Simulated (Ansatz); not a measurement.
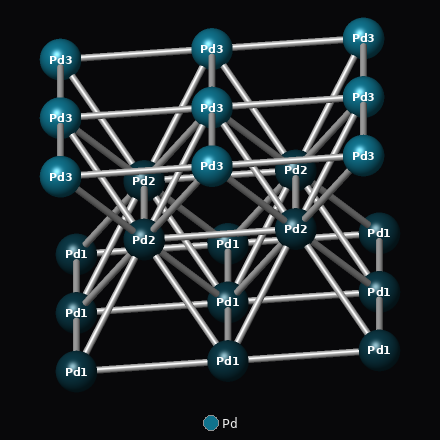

The system is Cl on a Pd(100) slab cut from the Fm-3m phase, its upper half relaxed before the scan (3 atoms of substrate and one adsorbate in a 1 × 1 cell); the picture shows it without the atoms that are moved over the map. Cl is moved over the surface cell; relaxed at each place: the height of the adsorbate's atoms; substrate rigid; the origin of the map has the adsorbate above Pd3. Places are given modulo a cell vector. The map is drawn in real space over the plane of the surface. Grid: 6 × 6 points; 10 points were computed and 26 follow by symmetry. Energies are in meV, from the lowest grid point. With one adsorbate in each 1 × 1 cell, its nearest image is 2.8 Å away, so neighbouring adsorbates interact. Method: DFT PBE, scalar-relativistic, plane waves, PAW in Ansatz 0.2.0. Settings: cutoff 420 eV, k-mesh 10×10×1, gaussian smearing 0.1 eV, no spin polarisation.

Range: position of Cl4 along the first surface vector from 0.000 to 0.833; position of Cl4 along the second surface vector from 0.000 to 0.833.

Question: Predict the map.

Answer: The lowest grid point is at a bridge site between two Pd atoms, (0/6, 3/6) of the cell vectors; the map holds 2 wells of about this depth. There is a further well near the top site over a surface Pd atom, (0/6, 0/6) of the cell vectors (27 meV above the lowest at that grid point). The highest grid point, a fourfold hollow over a second-layer Pd atom, (3/6, 3/6) of the cell vectors, lies 235 meV above the lowest. On the interpolated surface the easiest way out of the lowest well to the well at the top site over a surface Pd atom, (0/6, 0/6) of the cell vectors passes a barrier of about 118 meV. At the lowest point the adsorbate has 2 Pd at 2.42 Å as nearest neighbours, at the highest 4 Pd at 2.73 Å. Its relaxed height above the top atom is 1.98 Å at the lowest and 1.89 Å at the highest point.

| second ↓, first → | 0/6 | 1/6 | 2/6 | 3/6 | 4/6 | 5/6 |
| --- | --- | --- | --- | --- | --- | --- |
| 5/6 | 82 | 139 | 170 | 77 | 170 | 139 |
| 4/6 | 108 | 170 | 230 | 200 | 230 | 170 |
| 3/6 | 0 | 77 | 200 | 235 | 200 | 77 |
| 2/6 | 108 | 170 | 230 | 200 | 230 | 170 |
| 1/6 | 82 | 139 | 170 | 77 | 170 | 139 |
| 0/6 | 27 | 82 | 108 | 0 | 108 | 82 |

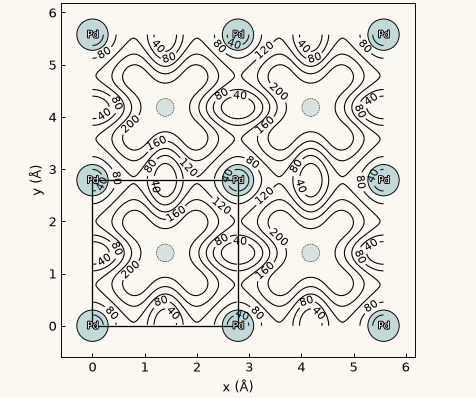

The picture shows contour lines labelled in meV, labelled circles for the atoms of the top layer and small ones for the second layer, the outline of one cell of the 2 × 2 shown. Between grid points the surface is interpolated.

Each point was launched as `ansatz run input.yaml --threads 1 --pin off --max-ram 3072MiB --backend cpu --events-out ev --progress --plain --runs-dir out`. The whole map (10 points run) took 6.9 min on 1 thread of Intel(R) Xeon(R) Platinum 8488C (Sapphire Rapids), with other jobs on the host.
